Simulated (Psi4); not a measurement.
# GeH2F (SMILES [F][GeH2]): UDSD-PBEP86/cc-pVTZ

What is the energy change on altering one bond length of GeH2F at UDSD-PBEP86/cc-pVTZ? 

The calculation is run with Psi4 1.11.

2 further runs of the same task are left out: 2 set aside as unsound or not needed.

**1. The molecule**

The species is GeH2F (4 atoms), meant as a doublet with charge 0. As SMILES, `[F][GeH2]`. The coordinates come from a PBE0-D4/def2-TZVP relaxation.

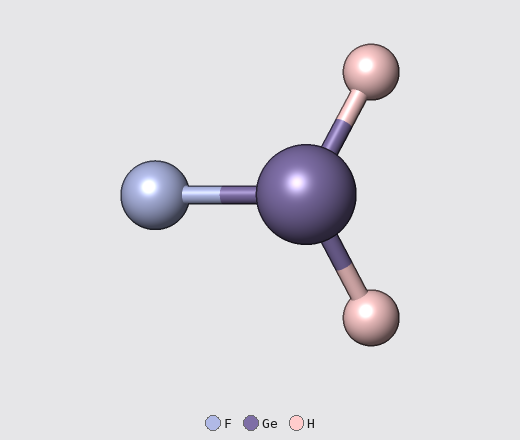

Viewed from a chosen angle; fluorine light blue, germanium purple, hydrogen pink.

**2. A single-point energy at UDSD-PBEP86/cc-pVTZ**

job.py reads:

```python
import psi4

psi4.set_memory(1600000000)
psi4.set_num_threads(1)
psi4.set_output_file('fgeh2.out', False)

geom = psi4.geometry("""
0 2
F
Ge 1 1.745333
H 2 1.549233 1 105.43283
H 2 1.549177 3 113.26639 1 -114.78603
symmetry c1
""")

psi4.set_options({
    'basis': 'cc-pVTZ',
    'reference': 'uks',
    'puream': True,
    'e_convergence': 1e-09,
    'd_convergence': 1e-08,
    'scf_type': 'pk',
    'dft_radial_points': 99,
    'dft_spherical_points': 590,
    'num_frozen_docc': 10,
    'maxiter': 200,
})

e = psi4.energy("dsd-pbep86", molecule=geom)
print(f'dsd-pbep86 energy: {e:.10f} Eh')
```

The run is started by

```console
$ python job.py
```

fgeh2.out:

```text
[...]
  Running in c1 symmetry.
[...]
  Nuclear repulsion =  113.015962287385662
[...]
  Multiplicity = 2
[...]
  Nalpha       = 22
  Nbeta        = 21
[...]
    Number of basis functions: 101
[...]
   @UKS iter   1: -2175.94644424893750   -3.12760e+00   1.92555e-02 ADIIS/DIIS
[...]
   @UKS iter  13: -2176.91065531636241   -6.36646e-12   4.18055e-09 DIIS
[...]
   @S^2 Observed:                7.534728279E-01
[...]
    Orbital Energies [Eh]
    ---------------------
    Alpha Occupied:
       1A   -403.002193     2A    -51.351864     3A    -45.584280
       4A    -45.582314     5A    -45.581564     6A    -25.695791
       7A     -6.889800     8A     -4.933952     9A     -4.929547
      10A     -4.926761    11A     -1.539128    12A     -1.526051
      13A     -1.523455    14A     -1.521549    15A     -1.520950
      16A     -1.396948    17A     -0.698612    18A     -0.564707
      19A     -0.559351    20A     -0.541198    21A     -0.450267
      22A     -0.320265
    Alpha Virtual:
      23A      0.052047    24A      0.109618    25A      0.111280
[...]
  @UKS Final Energy: -2176.91065531636241
   => Energetics <=
    Nuclear Repulsion Energy =            113.0159622873856620
    One-Electron Energy =               -3261.0537750793400846
    Two-Electron Energy =                 996.7204268728414718
    DFT Exchange-Correlation Energy =     -25.5932693972493297
    Empirical Dispersion Energy =           0.0000000000000000
    VV10 Nonlocal Energy =                  0.0000000000000000
    Total Energy =                      -2176.9106553163624085
[...]
 Multipole Moments:
 ------------------------------------------------------------------------------------
     Multipole            Electronic (a.u.)      Nuclear  (a.u.)        Total (a.u.)
 ------------------------------------------------------------------------------------
 L = 1.  Multiply by 2.5417464519 to convert [e a0] to [Debye]
 Dipole X            :         -1.3349609            1.3270994           -0.0078614
 Dipole Y            :          0.7694872           -0.7649073            0.0045798
 Dipole Z            :          1.3313034           -0.4554162            0.8758872
 Magnitude           :                                                    0.8759345
[...]
```

The script printed:

```text
Memory set to   1.490 GiB by Python driver.
  Threads set to 1 by Python driver.
dsd-pbep86 energy: -2177.1379548374 Eh
```

Wall time 38 s (1 thread of Intel Xeon Platinum 8488C (Sapphire Rapids), shared host); peak memory 1.5 GiB.

**3. The distorted shape, same level**

fgeh2.xyz reads:

```xyz
4
FGeH2
F      0.022798    -1.035130     1.461799
Ge     0.190298    -0.672930    -0.237301
H     -1.194202    -0.977530    -0.862201
H      0.690400     1.276000    -0.323100
```

fgeh2_ase.py reads:

```python
import numpy as np
from ase.calculators.psi4 import Psi4
from ase.io import read

atoms = read('fgeh2.xyz')
calc = Psi4(atoms=atoms, method='dsd-pbep86', basis='cc-pVTZ', memory='1600MB', num_threads=1, charge=0, multiplicity=2, label='calc', reference='uks')
calc.psi4.set_options({'puream': True, 'e_convergence': 1e-09, 'd_convergence': 1e-08, 'scf_type': 'pk', 'dft_radial_points': 99, 'dft_spherical_points': 590, 'num_frozen_docc': 10, 'maxiter': 200})
atoms.calc = calc

print(f'energy: {atoms.get_potential_energy():.6f} eV')
```

The run is started by

```console
$ python fgeh2_ase.py
```

calc.dat:

```text
[...]
  Running in c1 symmetry.
[...]
  Nuclear repulsion =  110.241215385696876
[...]
  Multiplicity = 2
[...]
  Nalpha       = 22
  Nbeta        = 21
[...]
    Number of basis functions: 101
[...]
   @UKS iter   1: -2175.83159830540853   -3.21135e+00   1.92327e-02 ADIIS/DIIS
[...]
   @UKS iter  16: -2176.87356989719365   -2.72848e-12   4.45272e-09 DIIS
[...]
   @S^2 Observed:                7.776030210E-01
[...]
    Orbital Energies [Eh]
    ---------------------
    Alpha Occupied:
       1A   -403.020378     2A    -51.368408     3A    -45.600607
       4A    -45.598765     5A    -45.598204     6A    -25.705441
       7A     -6.904863     8A     -4.948514     9A     -4.943888
      10A     -4.941332    11A     -1.552664    12A     -1.540430
      13A     -1.537926    14A     -1.536418    15A     -1.535431
      16A     -1.405691    17A     -0.688147    18A     -0.571345
      19A     -0.561236    20A     -0.538496    21A     -0.423589
      22A     -0.326644
    Alpha Virtual:
      23A      0.034931    24A      0.052833    25A      0.111861
[...]
  @UKS Final Energy: -2176.87356989719365
   => Energetics <=
    Nuclear Repulsion Energy =            110.2412153856968757
    One-Electron Energy =               -3255.0422595984919099
    Two-Electron Energy =                 993.4982597159935267
    DFT Exchange-Correlation Energy =     -25.5707854003916175
    Empirical Dispersion Energy =           0.0000000000000000
    VV10 Nonlocal Energy =                  0.0000000000000000
    Total Energy =                      -2176.8735698971936472
[...]
 Multipole Moments:
 ------------------------------------------------------------------------------------
     Multipole            Electronic (a.u.)      Nuclear  (a.u.)        Total (a.u.)
 ------------------------------------------------------------------------------------
 L = 1.  Multiply by 2.5417464519 to convert [e a0] to [Debye]
 Dipole X            :          1.0050700           -1.0333443           -0.0282744
 Dipole Y            :         -1.5559413            1.4186207           -0.1373206
 Dipole Z            :         -1.3582118            0.5378614           -0.8203504
 Magnitude           :                                                    0.8322447
[...]
```

Standard output:

```text
Memory set to   1.490 GiB by Python driver.
  Threads set to 1 by Python driver.

  Memory set to   1.490 GiB by Python driver.
  Threads set to 1 by Python driver.
energy: -59241.926643 eV
```

Run time: 33 s. Hardware: 1 thread of Intel Xeon Platinum 8488C (Sapphire Rapids), shared host; peak memory 1.5 GiB.

**4. Summary of results**

At UDSD-PBEP86/cc-pVTZ, 10 core orbitals frozen:

```
                                                                 quantity           value
                                                first shape: total energy  -2177.13795 Eh
    first shape: HOMO energy (SCF part's orbitals) (highest over α and β)        -8.71 eV
     first shape: LUMO energy (SCF part's orbitals) (lowest over α and β)        -0.99 eV
                                                        first shape: ⟨S²⟩           0.753
                                            distorted shape: total energy  -2177.10067 Eh
distorted shape: HOMO energy (SCF part's orbitals) (highest over α and β)        -8.89 eV
 distorted shape: LUMO energy (SCF part's orbitals) (lowest over α and β)        -1.44 eV
                                                    distorted shape: ⟨S²⟩           0.778
       energy change with the Ge2–H4 bond stretched from 1.549 to 2.014 Å        1.015 eV
```

In words: With the Ge2–H4 bond stretched from 1.549 to 2.014 Å the energy rises by 1.01 eV (98 kJ/mol). The first shape isn't relaxed at this level, so the change isn't measured from a minimum.
